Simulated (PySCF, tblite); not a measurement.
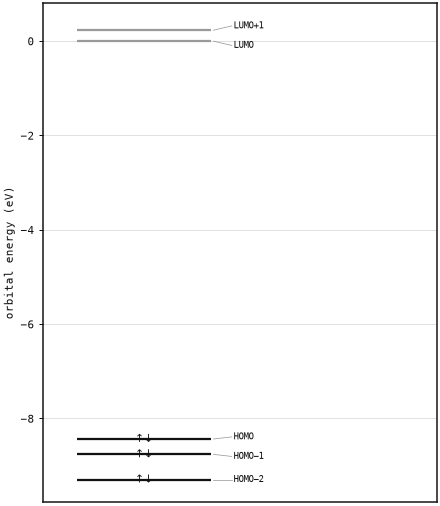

Kohn-Sham orbital energies near the frontier, CAM-B3LYP/def2-SVPD with PySCF 2.14.0, at a GFN2-xTB geometry (a minimum by its frequencies), isolated molecule; empty levels in grey, levels within 0.03 eV side by side.

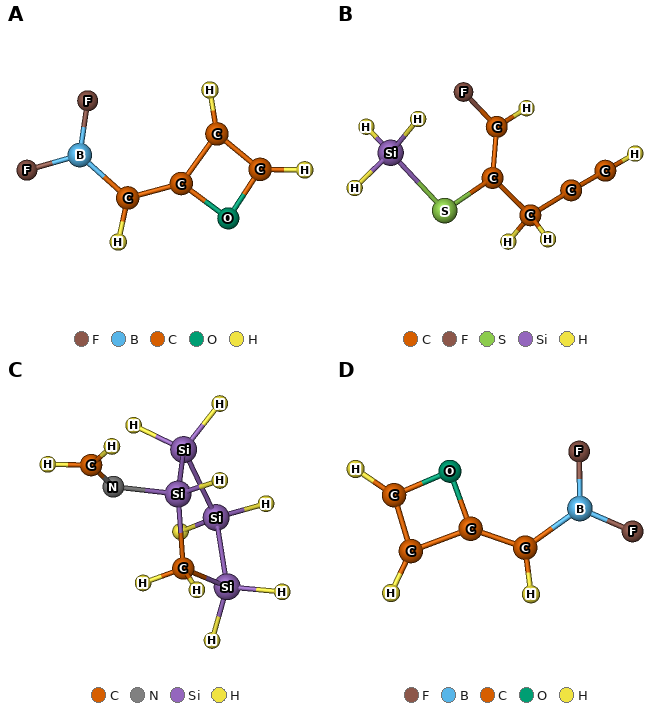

Which molecule has this level scheme? The candidates are drawn in the second picture.

Structure C, C₂H₁₁NSi₄, SMILES C=N[Si@H]1C[SiH2][SiH2][SiH2]1. HOMO −8.43 eV, LUMO 0.00 eV, separation 8.43 eV.

Known limits of this run: the tight-binding geometry is rougher than a DFT one and adds to the error; one conformer of a flexible molecule; empty levels above zero depend strongly on the basis.
